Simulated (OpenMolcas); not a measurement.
# BF (SMILES [B]F): MP2/ANO-L-VTZP

What is the energy change on altering one bond length of BF at MP2/ANO-L-VTZP? 

The calculation is run with OpenMolcas 26.06.

## 1. The system as given

The species is BF (2 atoms), meant as a singlet with charge 0. As SMILES, `[B]F`. Geometry: relaxed at GFN2-xTB.

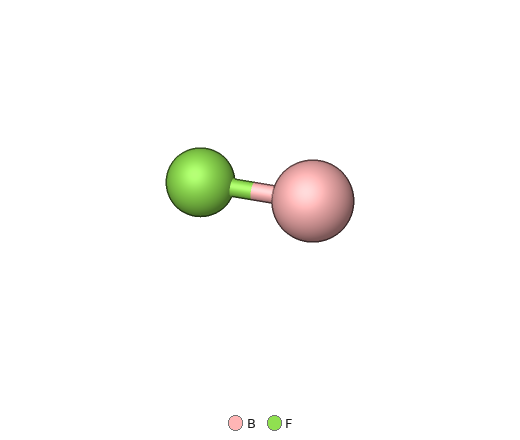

The structure, seen from a chosen angle (boron pink, fluorine green).

## 2. The energy at MP2/ANO-L-VTZP

Input file job.input:

```
* BF MP2

&gateway
 coord
 2
 angstrom
 B        0.000000       0.000000       0.000000
 F        0.000000       0.000000       1.244390
 basis
 ANO-L-VTZP
 group
 NoSym

&seward

&scf
 prorbitals
 0

&mbpt2
 frozen
 2
```

Launch:

```sh
$ export MOLCAS_MEM=1860
$ pymolcas job.input > job.log
```

What it wrote:

```text
--- Start Module: gateway ---
[...]
--- Stop Module: gateway /rc=_RC_ALL_IS_WELL_ ---
[...]
      Basis functions           60
[...]
--- Start Module: scf ---
[...]
       Convergence after   9 Iterations
[...]
::    Total SCF energy                               -124.1625221761
[...]
      Total spin, S                                     0.0000000000
[...]
      Total electronic charge=   14.000000
      Total            charge=   -0.000000
[...]
      Dipole Moment (debye):
      Origin of the operator (angstrom)=    0.0000    0.0000    0.7878
                   X=  1.3513E-15               Y= -1.3149E-15               Z=  1.0032E+00           Total=  1.0032E+00
      Quadrupole Moment (debye*angstrom):
[...]
--- Stop Module: scf /rc=_RC_ALL_IS_WELL_ ---
--- Start Module: mbpt2 ---
[...]
WARNING!
Default frozen orbitals as non valence orbitals is overwritten by user input.
Default values:   2
[...]
       Reference weight ( Cref**2 )         =        0.92832
::    Total MBPT2 energy                             -124.4789239092
[...]
      Total MBPT2 calculations                           0.05      0.06
--- Stop Module: mbpt2 /rc=_RC_ALL_IS_WELL_ ---
[...]
```

Run time: 2.8 s. Hardware: 1 thread of Arm Neoverse V1, shared host; peak memory 0.39 GiB.

## 3. The distorted shape at the same level

Input file job.input:

```
* BF MP2
&GATEWAY
Coord
2
angstrom
B        0.000000       0.000000      -0.124410
F        0.000000       0.000000       1.244390
Basis = ANO-L-VTZP
Group = NoSym
&SEWARD
&SCF
PrOrbitals = 0
&MBPT2
Frozen = 2
```

Launch:

```sh
$ export MOLCAS_MEM=1860
$ pymolcas job.input > job.log
```

What it wrote:

```text
--- Start Module: gateway ---
[...]
--- Stop Module: gateway /rc=_RC_ALL_IS_WELL_ ---
[...]
      Basis functions           60
[...]
--- Start Module: scf ---
[...]
       Convergence after  10 Iterations
[...]
::    Total SCF energy                               -124.1526134680
[...]
      Total spin, S                                     0.0000000000
[...]
      Total electronic charge=   14.000000
      Total            charge=   -0.000000
[...]
      Dipole Moment (debye):
      Origin of the operator (angstrom)=    0.0000    0.0000    0.7422
                   X= -2.8541E-15               Y= -2.3907E-15               Z=  2.6830E-01           Total=  2.6830E-01
      Quadrupole Moment (debye*angstrom):
[...]
--- Stop Module: scf /rc=_RC_ALL_IS_WELL_ ---
--- Start Module: mbpt2 ---
[...]
WARNING!
Default frozen orbitals as non valence orbitals is overwritten by user input.
Default values:   2
[...]
       Reference weight ( Cref**2 )         =        0.92444
::    Total MBPT2 energy                             -124.4744123913
[...]
      Total MBPT2 calculations                           0.04      0.06
--- Stop Module: mbpt2 /rc=_RC_ALL_IS_WELL_ ---
[...]
```

Wall time 2.8 s (1 thread of Arm Neoverse V1, shared host); peak memory 0.39 GiB.

## 4. Results

At MP2/ANO-L-VTZP, 2 core orbitals frozen:

| quantity | value |
| --- | --- |
| first shape: total energy | -124.47892 Eh |
| first shape: dipole moment (mean-field density) | 1.00 D |
| first shape: HOMO energy (Hartree–Fock orbitals) | -10.97 eV |
| first shape: LUMO energy (Hartree–Fock orbitals) | 1.11 eV |
| first shape: HOMO–LUMO gap (Hartree–Fock orbitals) | 12.08 eV |
| first shape: correlation energy (2 core orbitals frozen) | -316.4 mEh |
| distorted shape: total energy | -124.47441 Eh |
| distorted shape: dipole moment (mean-field density) | 0.27 D |
| distorted shape: HOMO energy (Hartree–Fock orbitals) | -11.41 eV |
| distorted shape: LUMO energy (Hartree–Fock orbitals) | 1.00 eV |
| distorted shape: HOMO–LUMO gap (Hartree–Fock orbitals) | 12.41 eV |
| distorted shape: correlation energy (2 core orbitals frozen) | -321.8 mEh |
| energy change with the B1–F2 bond stretched from 1.244 to 1.369 Å | 0.123 eV |

In words: With the B1–F2 bond stretched from 1.244 to 1.369 Å the energy rises by 0.12 eV (2.8 kcal/mol). The first shape isn't relaxed at this level, so the change isn't measured from a minimum.
